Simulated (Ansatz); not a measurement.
# As₅P₄ (charge −1): what the fields show

```xyz
9

P     1.3761    2.0061   -0.4369
P     2.2979    0.1480    0.4185
P    -0.7829    1.4623   -0.9549
P     1.0890    1.4575    1.7606
As   -1.2176    0.9047    1.2914
As    0.8875   -1.6875   -0.3048
As   -2.1394   -2.0668   -0.9344
As   -0.4782   -0.6375   -2.0532
As   -1.0323   -1.5867    1.2137
```

Geometry: PBE-D4/def2-SVP.

These are results of RKS PBE0-D4/def2-TZVPD (Ansatz 0.2.0), not measurements.

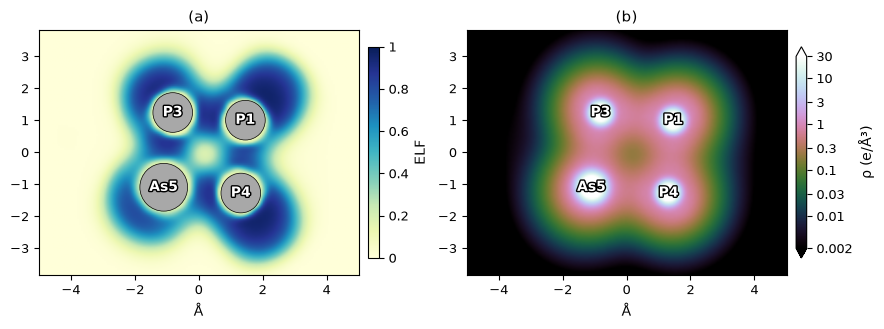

Figure 1. (a) electron localisation function; (b) electron density on the plane of atoms P3, P1 and P4. Grey discs cover the atomic cores in the ELF map.

Question: What does the map show?

Answer:
- The section cuts through P and As sites.
- As–P (2.35 Å): the density is about 0.64 e/Å³ at the midpoint; the ELF peaks at about 0.85 between the atoms: a covalent bond.
- P–P (2.28 Å): the density is about 0.66 e/Å³ at the midpoint; the ELF peaks at about 0.80 between the atoms, as expected for a shared electron pair.
- As–P (2.42 Å): ρ at the midpoint is about 0.58 e/Å³; the ELF peaks at about 0.90 between the atoms: a covalent bond.
- The ELF also peaks beside P4, As5, P1 and P3, away from the bonds: lone-pair regions.

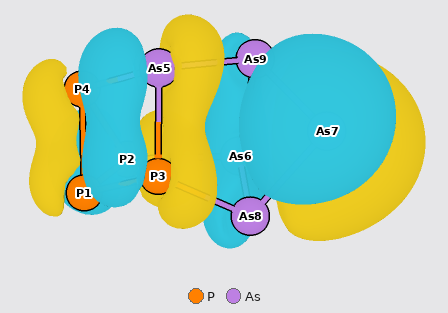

Figure 2. The HOMO at ±0.05 Å⁻³ᐟ² (yellow and cyan are the two phases), seen at a tilt.

Question: Describe this orbital and give its energy.

Answer: It lies mainly on As7 (about 65 %) and P2 (about 5 %). Its energy is −1.51 eV.
